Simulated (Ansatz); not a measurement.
# Run report: C18HF, geometry relaxation (part 1 of 4)

The run: geometry relaxation of C18HF (slab, 20 atoms in the cell). Method and program: DFT PBE, scalar-relativistic, plane waves, PAW, no spin polarisation (Ansatz 0.2.0).

It belongs to a series of runs on one base structure; here: end point A relaxed. Figures and captions count atoms from 1; the log counts them from 0 in places.

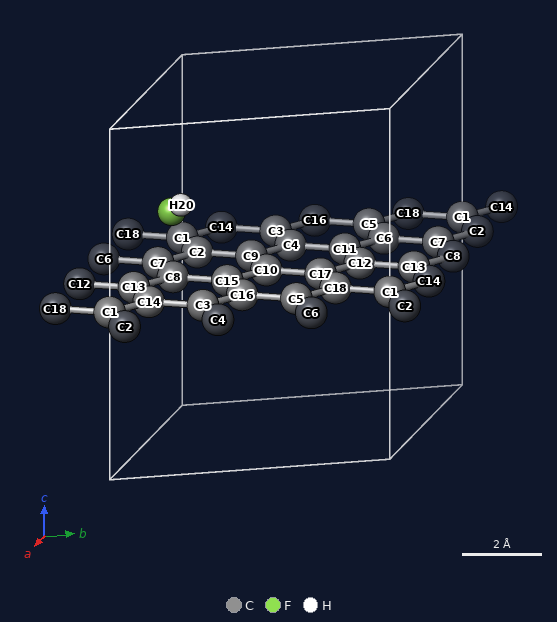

Figure 1. The input geometry (ball-and-stick view of the cell of the calculation, with the vacuum cut short, seen slightly off an axis; neighbours outside the cell are drawn fainter; atoms are numbered from 1 in the order of the input).

The input:
```yaml
crystal:
  lattice:
    - [7.398, 0.0, 0.0]
    - [-3.699, 6.406856, 0.0]
    - [0.0, 0.0, 12.0]
  atoms:
    - { symbol: C, position: [0.0, 0.0, 0.0833333] }
    - { symbol: C, position: [0.2222222, 0.1111111, 0.0833333] }
    - { symbol: C, position: [0.0, 0.3333333, 0.0833333] }
    - { symbol: C, position: [0.2222222, 0.4444444, 0.0833333] }
    - { symbol: C, position: [0.0, 0.6666667, 0.0833333] }
    - { symbol: C, position: [0.2222222, 0.7777778, 0.0833333] }
    - { symbol: C, position: [0.3333333, 0.0, 0.0833333] }
    - { symbol: C, position: [0.5555556, 0.1111111, 0.0833333] }
    - { symbol: C, position: [0.3333333, 0.3333333, 0.0833333] }
    - { symbol: C, position: [0.5555556, 0.4444444, 0.0833333] }
    - { symbol: C, position: [0.3333333, 0.6666667, 0.0833333] }
    - { symbol: C, position: [0.5555556, 0.7777778, 0.0833333] }
    - { symbol: C, position: [0.6666667, 0.0, 0.0833333] }
    - { symbol: C, position: [0.8888889, 0.1111111, 0.0833333] }
    - { symbol: C, position: [0.6666667, 0.3333333, 0.0833333] }
    - { symbol: C, position: [0.8888889, 0.4444444, 0.0833333] }
    - { symbol: C, position: [0.6666667, 0.6666667, 0.0833333] }
    - { symbol: C, position: [0.8888889, 0.7777778, 0.0833333] }
    - { symbol: F, position: [0.6240814, 0.1240504, 0.2375] }
    - { symbol: H, position: [0.7567441, 0.1916162, 0.2708333] }
basis:
  ecutwfc: 420.0
kpoints:
  mp_grid: { grid: [2, 2, 1] }
hamiltonian:
  xc: pbe
scf:
  occupations: { method: gaussian, width: 0.02 }
  lower_state_search: "off"
relax:
  f_tol: 0.03
  max_steps: 60
  adjacent_minimum: "off"
output:
  write_density: true
  write_potential: true
  elf: true
  volumetric_format: npy
```

Launch command:
```bash
ansatz run input.yaml --threads 1 --pin off --max-ram 3072MiB --backend cpu --events-out ev --progress --plain --runs-dir out
```

What the program printed:
```
Engine: ansatz 0.2.0, x86_64-unknown-linux-gnu
Pseudopotentials: kind: paw
Pseudopotential: C, paw, valence charge 4, recommended cutoff 420 eV (normal), C.paw.azcp
Pseudopotential: F, paw, valence charge 7, recommended cutoff 420 eV (normal), F.paw.azcp
Pseudopotential: H, paw, valence charge 1, recommended cutoff 420 eV (normal), H.paw.azcp
Functional definition: PBE
  parameter kappa = 0.804
  parameter beta = 0.06672455060314922
  exchange = pbe_x(kappa = kappa, mu = beta*pi^2/3)
  correlation = pbe_c(beta = beta)
Crystal: 20 atoms, lattice volume = 568.775 Å³
Basis set: ecut = 420 eV, 11177 PW (Γ), exchange–correlation on 100×100×162 points (8 copies of the dense FFT grid, shifted against one another)
Bands: 60, of which v1, the nominal top of the filled ones, is band 40 counted from 1 (39 counted from 0)
Symmetry: 1 space group operations
Space group: P1 (ITA 1), of the structure as read, at distance tolerance 8.3e-5 Å
k-points: 4
Non-local potential: C, projectors of the file, l = 0: 2, l = 1: 2, l = 2: 1
Non-local potential: F, projectors of the file, l = 0: 2, l = 1: 2, l = 2: 1
Non-local potential: H, projectors of the file, l = 0: 2, l = 1: 1
PAW form: soft (Blöchl's): semilocal exchange-correlation on the pseudo side does not see the compensation charge
PAW one-centre angular grid: C, 110 points (default); XC on 64 Gauss nodes
PAW one-centre angular grid: F, 110 points (default); XC on 64 Gauss nodes
PAW one-centre angular grid: H, 110 points (default); XC on 64 Gauss nodes
Initial density: superposition of atomic densities (neutral atoms: chi_scale 0, normalization atom), corrected by the library's trained network
Initial wavefunctions: pseudopotential atomic-orbital guess
Functional: x = pbe(κ = 0.804, μ = 0.2195149727645171), c = pbe(β = 0.06672455060314922)
SCF iter   1: F=—  HF=-5338.858172 eV  |F-HF|=—  |Δ(HF+E_count)|=         —  Δρ=4.67e-3  dr2=2.26e-1  ethr=1.77e-3  ⟨swp⟩=13.2  Hψ=1667  notcnv=0  defer=27
preconditioner: auto → Resta (q_TF=auto, 1.968 Å⁻¹)  ε∞=1.9  [insulator: Δε(μ)=0.100 eV  Ē_g=14.201 eV  σ=0.020 eV  W_gap=1.00  n_scr=72 (ndim 8)  ℏωp=13.8 eV  f_vac=0.656  D(μ)=0.05/eV (n_scr^D=0)  ε∞_Penn≈1.9  vacuum switching on, ρ_ref=1.5e-2 e/Å³]
SCF iter   2: F=—  HF=-5338.816813 eV  |F-HF|=—  |Δ(HF+E_count)|=   4.14e-2  Δρ=5.90e-3  dr2=2.38e-1  ethr=2.82e-4  ⟨swp⟩=3.2  Hψ=408  notcnv=0  defer=57
preconditioner: auto → LDOS  [insulator: Δε(μ)=0.030 eV  Ē_g=14.145 eV  σ=0.020 eV  W_gap=0.70  n_scr=72 (ndim 8)  ℏωp=13.8 eV  f_vac=0.657  D(μ)=17.27/eV (n_scr^D=134)  ε∞_Penn≈1.9  β→1.0]
SCF iter   3: F=—  HF=-5338.796702 eV  |F-HF|=—  |Δ(HF+E_count)|=   2.01e-2  Δρ=2.26e-3  dr2=4.08e-2  ethr=2.82e-4  ⟨swp⟩=3.5  Hψ=341  notcnv=0  defer=57
SCF iter   4: F=—  HF=-5338.792087 eV  |F-HF|=—  |Δ(HF+E_count)|=   4.62e-3  Δρ=8.79e-4  dr2=6.74e-3  ethr=5.10e-5  ⟨swp⟩=3.8  Hψ=279  notcnv=0  defer=57
SCF iter   5: F=—  HF=-5338.791831 eV  |F-HF|=—  |Δ(HF+E_count)|=   2.56e-4  Δρ=3.40e-4  dr2=7.42e-4  ethr=8.43e-6  ⟨swp⟩=4.0  Hψ=410  notcnv=0  defer=57
SCF iter   6: F=—  HF=-5338.791928 eV  |F-HF|=—  |Δ(HF+E_count)|=   9.70e-5  Δρ=1.21e-4  dr2=1.21e-4  ethr=9.27e-7  ⟨swp⟩=2.5  Hψ=226  notcnv=0  defer=57
SCF iter   7: F=—  HF=-5338.791948 eV  |F-HF|=—  |Δ(HF+E_count)|=   1.97e-5  Δρ=7.23e-5  dr2=5.80e-5  ethr=1.51e-7  ⟨swp⟩=1.2  Hψ=201  notcnv=0  defer=57
SCF iter   8: F=—  HF=-5338.791954 eV  |F-HF|=—  |Δ(HF+E_count)|=   6.13e-6  Δρ=5.81e-5  dr2=3.99e-5  ethr=7.25e-8  ⟨swp⟩=1.2  Hψ=185  notcnv=0  defer=57
SCF iter   9: F=-5338.791945 eV  HF=-5338.791954 eV  |F-HF|=9.41e-6  |Δ(HF+E_count)|=   3.55e-7  Δρ=3.86e-5  dr2=1.89e-5  ethr=2.81e-8  ⟨swp⟩=10.0  Hψ=1704  notcnv=0
SCF 1 converged in 9 iterations: F = -5338.791945 eV  dr2 = 1.89e-5
  greatest PAW one-centre occupation: 0.939 electrons in one spin orbital (limit 2), on the F atom at site 18 (counted from 0), in its partial waves of l = 0
relax step   1: F+E_penalty+E_count = -5338.79194477 eV  Δ(F+E_penalty+E_count) = +0.000e0 eV  max|allowed force component| = 5.516e0 eV/Å  Δτ_max = 0.0000 Å  (9 SCF iters, dr2 threshold 2.25e-5 eV, accepted)
Initial density: handed on by an earlier stage of this run
Initial wavefunctions: those handed on with the density
iter 1 solved again at ethr=3.97e-4 eV; its pass at ethr=3.10e-3 eV (dr2=3.18e-1 eV) is discarded
SCF iter   1: F=—  HF=-5339.805578 eV  |F-HF|=—  |Δ(HF+E_count)|=         —  Δρ=1.21e-2  dr2=3.19e-1  ethr=3.97e-4  ⟨swp⟩=2.0  Hψ=1042  notcnv=0  defer=49
preconditioner: auto → LDOS  [insulator: Δε(μ)=0.030 eV  Ē_g=13.992 eV  σ=0.020 eV  W_gap=0.72  n_scr=72 (ndim 8)  ℏωp=13.8 eV  f_vac=0.658  D(μ)=15.83/eV (n_scr^D=110)  ε∞_Penn≈2.0  β→1.0]
SCF iter   2: F=—  HF=-5339.781123 eV  |F-HF|=—  |Δ(HF+E_count)|=   2.45e-2  Δρ=3.63e-3  dr2=8.66e-2  ethr=3.97e-4  ⟨swp⟩=3.0  Hψ=384  notcnv=0  defer=49
SCF iter   3: F=—  HF=-5339.769321 eV  |F-HF|=—  |Δ(HF+E_count)|=   1.18e-2  Δρ=1.55e-3  dr2=1.75e-2  ethr=1.08e-4  ⟨swp⟩=2.5  Hψ=463  notcnv=0  defer=57
SCF iter   4: F=—  HF=-5339.767174 eV  |F-HF|=—  |Δ(HF+E_count)|=   2.15e-3  Δρ=6.20e-4  dr2=2.67e-3  ethr=2.18e-5  ⟨swp⟩=2.5  Hψ=309  notcnv=0  defer=57
SCF iter   5: F=—  HF=-5339.767125 eV  |F-HF|=—  |Δ(HF+E_count)|=   4.88e-5  Δρ=3.43e-4  dr2=1.17e-3  ethr=3.34e-6  ⟨swp⟩=2.8  Hψ=363  notcnv=0  defer=57
SCF iter   6: F=—  HF=-5339.767177 eV  |F-HF|=—  |Δ(HF+E_count)|=   5.18e-5  Δρ=2.69e-4  dr2=6.29e-4  ethr=1.46e-6  ⟨swp⟩=3.2  Hψ=273  notcnv=0  defer=57
SCF iter   7: F=—  HF=-5339.767148 eV  |F-HF|=—  |Δ(HF+E_count)|=   2.94e-5  Δρ=1.90e-4  dr2=3.37e-4  ethr=7.86e-7  ⟨swp⟩=2.0  Hψ=294  notcnv=0  defer=57
SCF iter   8: F=—  HF=-5339.767146 eV  |F-HF|=—  |Δ(HF+E_count)|=   1.45e-6  Δρ=1.27e-4  dr2=1.60e-4  ethr=4.21e-7  ⟨swp⟩=2.5  Hψ=191  notcnv=0  defer=57
SCF iter   9: F=-5339.767120 eV  HF=-5339.767142 eV  |F-HF|=2.20e-5  |Δ(HF+E_count)|=   4.26e-6  Δρ=7.03e-5  dr2=5.04e-5  ethr=1.25e-7  ⟨swp⟩=9.0  Hψ=1815  notcnv=0
SCF 2 converged in 9 iterations: F = -5339.767120 eV  dr2 = 5.04e-5
  greatest PAW one-centre occupation: 0.935 electrons in one spin orbital (limit 2), on the F atom at site 18 (counted from 0), in its partial waves of l = 0
relax step   2: F+E_penalty+E_count = -5339.76712011 eV  Δ(F+E_penalty+E_count) = -9.752e-1 eV  max|allowed force component| = 2.939e0 eV/Å  Δτ_max = 0.1947 Å  (9 SCF iters, dr2 threshold 1.00e-4 eV, accepted)
iter 1 solved again at ethr=2.47e-4 eV; its pass at ethr=3.10e-3 eV (dr2=1.98e-1 eV) is discarded
SCF iter   1: F=—  HF=-5340.289596 eV  |F-HF|=—  |Δ(HF+E_count)|=         —  Δρ=1.03e-2  dr2=1.99e-1  ethr=2.47e-4  ⟨swp⟩=2.0  Hψ=975  notcnv=0  defer=52
preconditioner: auto → Resta (q_TF=auto, 1.968 Å⁻¹)  ε∞=2.0  [insulator: Δε(μ)=0.090 eV  Ē_g=13.983 eV  σ=0.020 eV  W_gap=1.00  n_scr=72 (ndim 8)  ℏωp=13.8 eV  f_vac=0.655  D(μ)=0.17/eV (n_scr^D=0)  ε∞_Penn≈2.0  vacuum switching on, ρ_ref=1.4e-2 e/Å³]
[...]
  greatest PAW one-centre occupation: 0.933 electrons in one spin orbital (limit 2), on the F atom at site 18 (counted from 0), in its partial waves of l = 0
relax step   3: F+E_penalty+E_count = -5340.26356848 eV  Δ(F+E_penalty+E_count) = -4.964e-1 eV  max|allowed force component| = 1.540e0 eV/Å  Δτ_max = 0.1969 Å  (7 SCF iters, dr2 threshold 1.00e-4 eV, accepted)
preconditioner: auto → Resta (q_TF=auto, 1.968 Å⁻¹)  ε∞=2.0  [insulator: Δε(μ)=0.251 eV  Ē_g=14.005 eV  σ=0.020 eV  W_gap=1.00  n_scr=72 (ndim 8)  ℏωp=13.8 eV  f_vac=0.652  D(μ)=0.00/eV (n_scr^D=0)  ε∞_Penn≈2.0  vacuum switching on, ρ_ref=1.4e-2 e/Å³]
  greatest PAW one-centre occupation: 0.932 electrons in one spin orbital (limit 2), on the F atom at site 18 (counted from 0), in its partial waves of l = 0
relax step   4: F+E_penalty+E_count = -5340.47822616 eV  Δ(F+E_penalty+E_count) = -2.147e-1 eV  max|allowed force component| = 1.404e0 eV/Å  Δτ_max = 0.1953 Å  (5 SCF iters, dr2 threshold 1.00e-4 eV, accepted)
preconditioner: auto → Resta (q_TF=auto, 1.968 Å⁻¹)  ε∞=2.0  [insulator: Δε(μ)=0.188 eV  Ē_g=14.040 eV  σ=0.020 eV  W_gap=1.00  n_scr=72 (ndim 8)  ℏωp=13.8 eV  f_vac=0.651  D(μ)=0.00/eV (n_scr^D=0)  ε∞_Penn≈2.0  vacuum switching on, ρ_ref=1.4e-2 e/Å³]
  Residual-converged pass: ⟨swp⟩=1.0  Hψ=256  notcnv=0  max |occ|·‖R‖ = 6.6e-9 eV (tolerance 1.0e-8 eV)  dr2=3.47e-6  dr2_onsite=1.73e-7  max |Δocc| = 4.2e-21
relax step   5: F+E_penalty+E_count = -5340.60677317 eV  Δ(F+E_penalty+E_count) = -1.285e-1 eV  max|allowed force component| = 1.121e0 eV/Å  Δτ_max = 0.1968 Å  (6 SCF iters, dr2 threshold 1.00e-4 eV, accepted)
preconditioner: auto → Resta (q_TF=auto, 1.968 Å⁻¹)  ε∞=2.0  [insulator: Δε(μ)=0.179 eV  Ē_g=14.069 eV  σ=0.020 eV  W_gap=1.00  n_scr=72 (ndim 8)  ℏωp=13.8 eV  f_vac=0.648  D(μ)=0.00/eV (n_scr^D=0)  ε∞_Penn≈2.0  vacuum switching on, ρ_ref=1.4e-2 e/Å³]
relax step   6: F+E_penalty+E_count = -5340.68076374 eV  Δ(F+E_penalty+E_count) = -7.399e-2 eV  max|allowed force component| = 4.116e-1 eV/Å  Δτ_max = 0.2000 Å  (6 SCF iters, dr2 threshold 1.00e-4 eV, accepted)
preconditioner: auto → Resta (q_TF=auto, 1.968 Å⁻¹)  ε∞=2.0  [insulator: Δε(μ)=0.215 eV  Ē_g=14.077 eV  σ=0.020 eV  W_gap=1.00  n_scr=72 (ndim 8)  ℏωp=13.8 eV  f_vac=0.648  D(μ)=0.00/eV (n_scr^D=0)  ε∞_Penn≈2.0  vacuum switching on, ρ_ref=1.4e-2 e/Å³]
relax step   7: F+E_penalty+E_count = -5340.71426430 eV  Δ(F+E_penalty+E_count) = -3.350e-2 eV  max|allowed force component| = 2.682e-1 eV/Å  Δτ_max = 0.2000 Å  (6 SCF iters, dr2 threshold 2.28e-5 eV, accepted)
preconditioner: auto → Resta (q_TF=auto, 1.968 Å⁻¹)  ε∞=2.0  [insulator: Δε(μ)=0.184 eV  Ē_g=14.099 eV  σ=0.020 eV  W_gap=1.00  n_scr=72 (ndim 8)  ℏωp=13.8 eV  f_vac=0.647  D(μ)=0.00/eV (n_scr^D=0)  ε∞_Penn≈2.0  vacuum switching on, ρ_ref=1.4e-2 e/Å³]
relax step   8: F+E_penalty+E_count = -5340.73084122 eV  Δ(F+E_penalty+E_count) = -1.658e-2 eV  max|allowed force component| = 1.040e-1 eV/Å  Δτ_max = 0.2000 Å  (6 SCF iters, dr2 threshold 9.70e-6 eV, accepted)
preconditioner: auto → Resta (q_TF=auto, 1.968 Å⁻¹)  ε∞=2.0  [insulator: Δε(μ)=0.179 eV  Ē_g=14.106 eV  σ=0.020 eV  W_gap=1.00  n_scr=72 (ndim 8)  ℏωp=13.8 eV  f_vac=0.646  D(μ)=0.00/eV (n_scr^D=0)  ε∞_Penn≈2.0  vacuum switching on, ρ_ref=1.4e-2 e/Å³]
  greatest PAW one-centre occupation: 0.931 electrons in one spin orbital (limit 2), on the F atom at site 18 (counted from 0), in its partial waves of l = 0
relax step   9: F+E_penalty+E_count = -5340.72611879 eV  Δ(F+E_penalty+E_count) = +4.722e-3 eV  max|allowed force component| = 7.649e-1 eV/Å  Δτ_max = 0.1956 Å  (7 SCF iters, dr2 threshold 1.63e-6 eV, rejected (line search))
preconditioner: auto → Resta (q_TF=auto, 1.968 Å⁻¹)  ε∞=1.9  [insulator: Δε(μ)=0.200 eV  Ē_g=14.154 eV  σ=0.020 eV  W_gap=1.00  n_scr=72 (ndim 8)  ℏωp=13.8 eV  f_vac=0.647  D(μ)=0.00/eV (n_scr^D=0)  ε∞_Penn≈1.9  vacuum switching on, ρ_ref=1.5e-2 e/Å³]
relax step  10: F+E_penalty+E_count = -5340.73577475 eV  Δ(F+E_penalty+E_count) = -4.934e-3 eV  max|allowed force component| = 5.662e-2 eV/Å  Δτ_max = 0.0978 Å  (7 SCF iters, accepted)
preconditioner: auto → Resta (q_TF=auto, 1.968 Å⁻¹)  ε∞=1.9  [insulator: Δε(μ)=0.220 eV  Ē_g=14.128 eV  σ=0.020 eV  W_gap=1.00  n_scr=72 (ndim 8)  ℏωp=13.8 eV  f_vac=0.646  D(μ)=0.00/eV (n_scr^D=0)  ε∞_Penn≈1.9  vacuum switching on, ρ_ref=1.4e-2 e/Å³]
relax step  11: F+E_penalty+E_count = -5340.73848716 eV  Δ(F+E_penalty+E_count) = -2.712e-3 eV  max|allowed force component| = 9.659e-2 eV/Å  Δτ_max = 0.1000 Å  (7 SCF iters, accepted)
preconditioner: auto → Resta (q_TF=auto, 1.968 Å⁻¹)  ε∞=1.9  [insulator: Δε(μ)=0.207 eV  Ē_g=14.127 eV  σ=0.020 eV  W_gap=1.00  n_scr=72 (ndim 8)  ℏωp=13.8 eV  f_vac=0.646  D(μ)=0.00/eV (n_scr^D=0)  ε∞_Penn≈1.9  vacuum switching on, ρ_ref=1.4e-2 e/Å³]
relax step  12: F+E_penalty+E_count = -5340.73974640 eV  Δ(F+E_penalty+E_count) = -1.259e-3 eV  max|allowed force component| = 3.391e-1 eV/Å  Δτ_max = 0.1481 Å  (6 SCF iters, dr2 threshold 2.77e-6 eV, accepted)
preconditioner: auto → Resta (q_TF=auto, 1.968 Å⁻¹)  ε∞=1.9  [insulator: Δε(μ)=0.206 eV  Ē_g=14.147 eV  σ=0.020 eV  W_gap=1.00  n_scr=72 (ndim 8)  ℏωp=13.8 eV  f_vac=0.646  D(μ)=0.00/eV (n_scr^D=0)  ε∞_Penn≈1.9  vacuum switching on, ρ_ref=1.5e-2 e/Å³]
relax step  13: F+E_penalty+E_count = -5340.74260629 eV  Δ(F+E_penalty+E_count) = -2.860e-3 eV  max|allowed force component| = 1.678e-1 eV/Å  Δτ_max = 0.0946 Å  (5 SCF iters, dr2 threshold 1.00e-4 eV, accepted)
preconditioner: auto → Resta (q_TF=auto, 1.968 Å⁻¹)  ε∞=1.9  [insulator: Δε(μ)=0.199 eV  Ē_g=14.158 eV  σ=0.020 eV  W_gap=1.00  n_scr=72 (ndim 8)  ℏωp=13.8 eV  f_vac=0.645  D(μ)=0.00/eV (n_scr^D=0)  ε∞_Penn≈1.9  vacuum switching on, ρ_ref=1.5e-2 e/Å³]
relax step  14: F+E_penalty+E_count = -5340.74729911 eV  Δ(F+E_penalty+E_count) = -4.693e-3 eV  max|allowed force component| = 2.333e-2 eV/Å  Δτ_max = 0.1956 Å  (6 SCF iters, dr2 threshold 6.89e-6 eV, accepted)
preconditioner: auto → Resta (q_TF=auto, 1.968 Å⁻¹)  ε∞=1.9  [insulator: Δε(μ)=0.199 eV  Ē_g=14.162 eV  σ=0.020 eV  W_gap=1.00  n_scr=72 (ndim 8)  ℏωp=13.8 eV  f_vac=0.646  D(μ)=0.00/eV (n_scr^D=0)  ε∞_Penn≈1.9  vacuum switching on, ρ_ref=1.5e-2 e/Å³]
relax step  15: F+E_penalty+E_count = -5340.74729954 eV  Δ(F+E_penalty+E_count) = -4.323e-7 eV  max|allowed force component| = 2.315e-2 eV/Å  Δτ_max = 0.0000 Å  (4 SCF iters, accepted)
preconditioner: auto → Resta (q_TF=auto, 1.968 Å⁻¹)  ε∞=1.9  [insulator: Δε(μ)=0.195 eV  Ē_g=14.168 eV  σ=0.020 eV  W_gap=1.00  n_scr=72 (ndim 8)  ℏωp=13.8 eV  f_vac=0.646  D(μ)=0.00/eV (n_scr^D=0)  ε∞_Penn≈1.9  vacuum switching on, ρ_ref=1.5e-2 e/Å³]
relax step  16: F+E_penalty+E_count = -5340.75214335 eV  Δ(F+E_penalty+E_count) = -4.844e-3 eV  max|allowed force component| = 3.484e-2 eV/Å  Δτ_max = 0.1998 Å  (9 SCF iters, accepted)
preconditioner: auto → Resta (q_TF=auto, 1.968 Å⁻¹)  ε∞=1.9  [insulator: Δε(μ)=0.191 eV  Ē_g=14.180 eV  σ=0.020 eV  W_gap=1.00  n_scr=72 (ndim 8)  ℏωp=13.8 eV  f_vac=0.647  D(μ)=0.00/eV (n_scr^D=0)  ε∞_Penn≈1.9  vacuum switching on, ρ_ref=1.5e-2 e/Å³]
relax step  17: F+E_penalty+E_count = -5340.75592844 eV  Δ(F+E_penalty+E_count) = -3.785e-3 eV  max|allowed force component| = 2.505e-1 eV/Å  Δτ_max = 0.1949 Å  (7 SCF iters, dr2 threshold 1.19e-6 eV, accepted)
preconditioner: auto → Resta (q_TF=auto, 1.968 Å⁻¹)  ε∞=1.9  [insulator: Δε(μ)=0.185 eV  Ē_g=14.201 eV  σ=0.020 eV  W_gap=1.00  n_scr=72 (ndim 8)  ℏωp=13.8 eV  f_vac=0.648  D(μ)=0.00/eV (n_scr^D=0)  ε∞_Penn≈1.9  vacuum switching on, ρ_ref=1.5e-2 e/Å³]
relax step  18: F+E_penalty+E_count = -5340.75742483 eV  Δ(F+E_penalty+E_count) = -1.496e-3 eV  max|allowed force component| = 4.928e-1 eV/Å  Δτ_max = 0.1964 Å  (6 SCF iters, dr2 threshold 6.27e-5 eV, accepted)
preconditioner: auto → Resta (q_TF=auto, 1.968 Å⁻¹)  ε∞=1.9  [insulator: Δε(μ)=0.182 eV  Ē_g=14.225 eV  σ=0.020 eV  W_gap=1.00  n_scr=72 (ndim 8)  ℏωp=13.8 eV  f_vac=0.648  D(μ)=0.00/eV (n_scr^D=0)  ε∞_Penn≈1.9  vacuum switching on, ρ_ref=1.5e-2 e/Å³]
relax step  19: F+E_penalty+E_count = -5340.76294748 eV  Δ(F+E_penalty+E_count) = -5.523e-3 eV  max|allowed force component| = 1.296e-1 eV/Å  Δτ_max = 0.1957 Å  (6 SCF iters, dr2 threshold 1.00e-4 eV, accepted)
preconditioner: auto → Resta (q_TF=auto, 1.968 Å⁻¹)  ε∞=1.9  [insulator: Δε(μ)=0.186 eV  Ē_g=14.227 eV  σ=0.020 eV  W_gap=1.00  n_scr=72 (ndim 8)  ℏωp=13.8 eV  f_vac=0.648  D(μ)=0.00/eV (n_scr^D=0)  ε∞_Penn≈1.9  vacuum switching on, ρ_ref=1.5e-2 e/Å³]
```
